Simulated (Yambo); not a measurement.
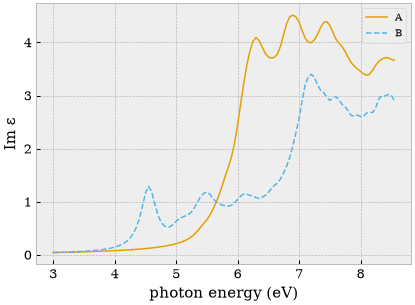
Two computed absorption spectra of YVO4 (space group I4_1/amd, No. 141) (Yambo, PBEsol bands with the same scissor, field along x)

Axes are Cartesian, with cell vectors (Å) (-3.57, 3.57, 3.15), (3.57, -3.57, 3.15), (3.57, 3.57, -3.15).

### Question
Which curve includes the electron-hole attraction (BSE), and where are its main peaks?

### Answer
Curve B: the attraction moves weight to lower energy (centre of the plotted range 7.0 eV against 7.1 eV). Its peaks lie at 4.5 eV, 5.5 eV, 7.2 eV. Settings: 4×4×4 mesh, 20 valence and 11 conduction bands, static screening with 107 bands and a 3 Ry block, scissor 2.15 eV, Tamm-Dancoff. The scissor comes from a G0W0 run whose convergence isn't established. Broadening 0.15 eV. The band window holds all transitions up to 8.6 eV. Fine structure above the onset can come from the mesh.

Geometry of the Materials Project entry, not relaxed at this level; primitive cell a = b = c = 5.9468 Å, α = β = 106.28°, γ = 116.07°.

The runs are not spin-polarised; magnetic order was not tried.
